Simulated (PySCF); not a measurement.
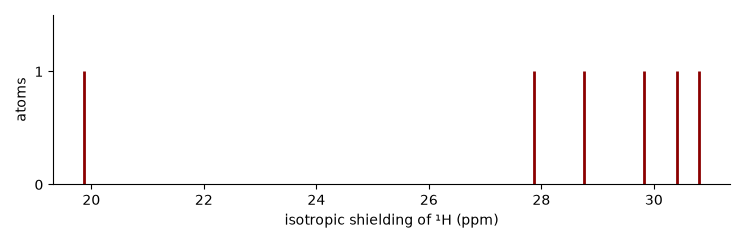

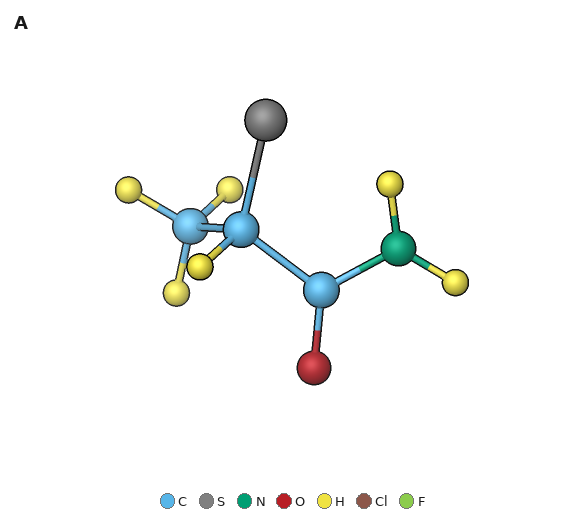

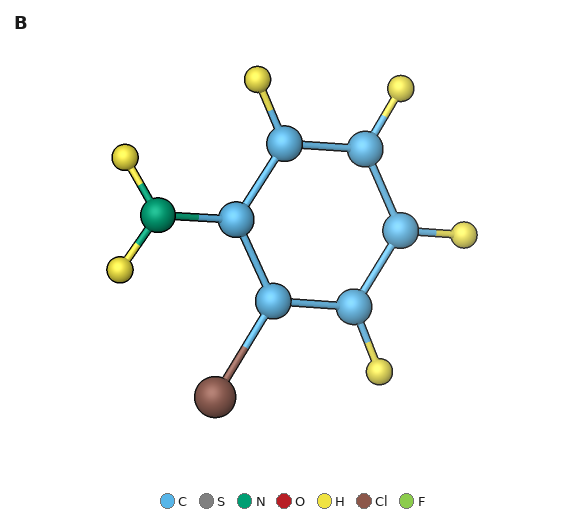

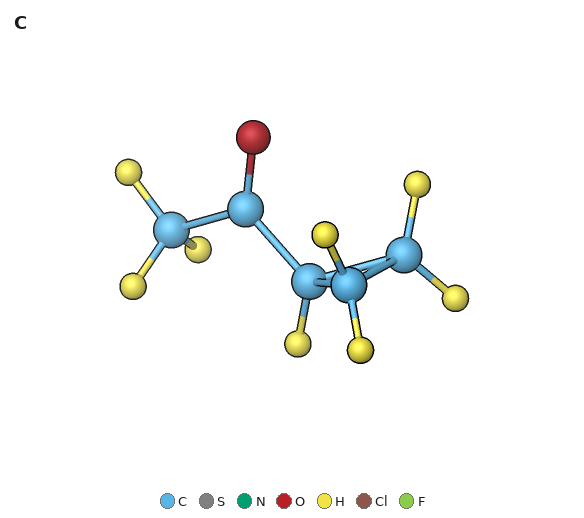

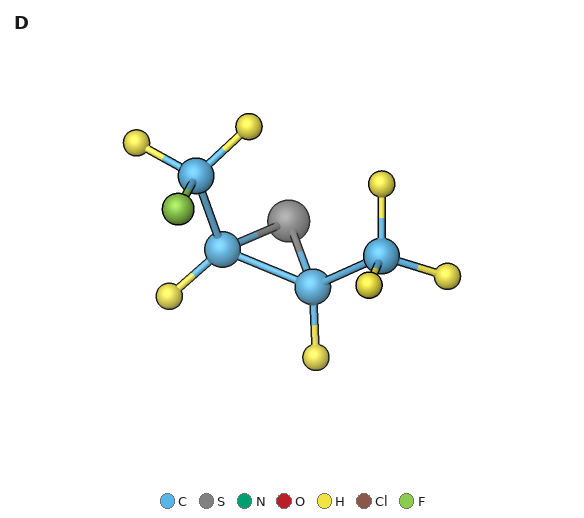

The sticks are computed shieldings of one of the molecules, for one fixed geometry (PBE0-D3(BJ)/def2-SVP) without averaging over rotations. Low shielding means a high chemical shift. Method: GIAO BHandHLYP/pcSseg-1 NMR shielding, non-relativistic, gas phase (PySCF 2.14.0).

Question: Which molecule gives this pattern?

Answer: A, `C[C@H]([S-])C(N)=O`. Its 6 H atoms give lines at 19.87, 27.86, 28.75, 29.83, 30.42, 30.80 ppm.
